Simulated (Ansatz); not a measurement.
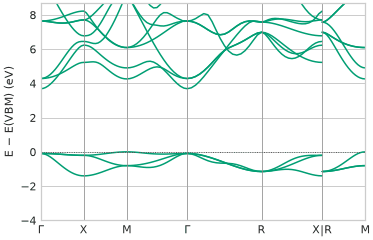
Band structure from plane-wave PAW PBE (Ansatz code)

Problem. Read off the gap and where the band edges lie.

Solution. About 3.7 eV (3.69 eV by a search for the band edges); maximum at M, minimum at Γ.

The material is CsI (CsCl type, Pm-3m).

The PBE relaxation kept the symmetry of its start. Scalar-relativistic: spin–orbit coupling is off unless named, which matters more the heavier the elements.

Potentials: the later of the program's two PAW sets.
